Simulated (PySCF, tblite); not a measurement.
**C₆H₁₄BP: geometry, infrared bands and NMR shifts**

Aim: predict the infrared bands and NMR shifts of C₆H₁₄BP (`[BH3-][P@+]1(C)CCC=C1C`).

The runs use tblite 0.8.0 and PySCF 2.14.0, with density-fitted response routines of our own; the level of theory stands in each step. All values are computed, except where a source is named. Atoms are numbered from 0 throughout.

**1. Starting geometry**

22 atoms, charge 0, multiplicity 1; geometry from: force field or distance geometry start.

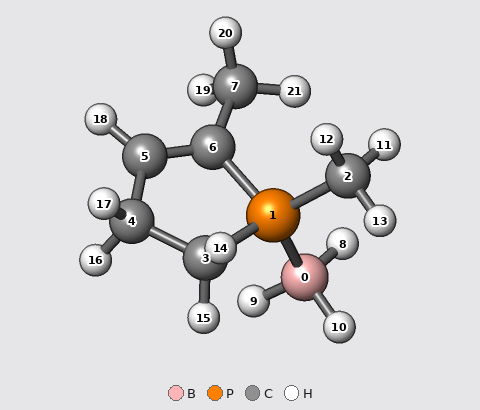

The starting geometry (boron pink, phosphorus orange, carbon grey, hydrogen white), atoms numbered.

**2. Geometry optimisation with GFN2-xTB**

Job settings and geometry (Å):

```
{"job": {"kind": "relax", "xc": "GFN2-xTB", "basis": "xTB"}, "charge": 0, "multiplicity": 1}
B     -1.833200    -1.024700     0.848100
P     -0.675000     0.191200    -0.028500
C     -1.156800     1.914800     0.194800
C     -0.392100    -0.234700    -1.762000
C      1.044300    -0.791300    -1.837600
C      1.748100    -0.552500    -0.539000
C      1.008400    -0.079800     0.454700
C      1.534600     0.175700     1.843400
H     -1.857900    -0.786500     2.016700
H     -1.462900    -2.137600     0.682000
H     -2.940500    -0.905200     0.396200
H     -1.198700     2.163200     1.274000
H     -0.439300     2.579100    -0.308900
H     -2.167800     2.070000    -0.253100
H     -0.496100     0.680300    -2.374500
H     -1.133100    -0.999400    -2.075900
H      1.023900    -1.878600    -2.043400
H      1.597900    -0.290600    -2.665300
H      2.803100    -0.789700    -0.399100
H      1.930500    -0.770600     2.275500
H      2.336400     0.934200     1.804400
H      0.715900     0.552100     2.496700
```

Launch:

```sh
> OMP_NUM_THREADS=1 python probes_run.py task.json out
```

This one command runs all jobs of the session in turn.

**Question.** This job is followed by: GFN2-xTB harmonic vibrations, gas phase; GIAO PBE0/pcSseg-1 NMR shielding, non-relativistic, gas phase. Predict these results of the whole session: strongest single infrared mode (GFN2-xTB); zero-point energy (GFN2-xTB); ¹³C shifts against TMS (PBE0/pcSseg-1); ¹H shifts against TMS (PBE0/pcSseg-1, means over atoms taken as alike); ¹¹B shifts against BF3·OEt2 (PBE0/pcSseg-1); ³¹P shifts against H3PO4 (PBE0/pcSseg-1); surface potential, least and greatest.

The runs gave:

| quantity | value |
| --- | --- |
| strongest single infrared mode (GFN2-xTB) | 1083 cm⁻¹, 209 km/mol |
| zero-point energy (GFN2-xTB) | 113.9 kcal/mol |
| ¹³C shifts against TMS (PBE0/pcSseg-1) | 147.1, 144.6, 35.6, 28.7, 17.7, 15.5 ppm |
| ¹H shifts against TMS (PBE0/pcSseg-1, means over atoms taken as alike) | 6.21, 2.73, 2.72, 2.14, 2.11, 1.77, 1.30, 0.80 ppm |
| ¹¹B shifts against BF3·OEt2 (PBE0/pcSseg-1) | -49.2 ppm |
| ³¹P shifts against H3PO4 (PBE0/pcSseg-1) | 30.6 ppm |
| surface potential, least and greatest | -1.54 V and 1.08 V |

Relaxing lowered the energy by 0.388 eV in 175 steps; the close pair that moved most is P1–C6, from 1.772 to 1.823 Å. All 60 modes are real, so the xTB geometry is a minimum. The strongest single mode, at 1083 cm⁻¹, moves mainly H9, H8 and H10. GFN2-xTB is a fitted tight-binding method: band positions and strengths are rough. Its intensities can rank the bands wrongly. The most deshielded hydrogen is H18 (hydrogen on an alkene CH), at 6.21 ppm: attached to an sp2 carbon and in the plane of the double bond. At PBE0/pcSseg-1: The widest tensor belongs to C6: span 202 ppm, with a paramagnetic part of -230 ppm. At PBE0/pcSseg-1, counted by nearest atom on the grid, the HOMO lies on C5, C6 about 26 % each; P1 7 %, the LUMO on C5, C6 about 30 % each; H18 9 %.
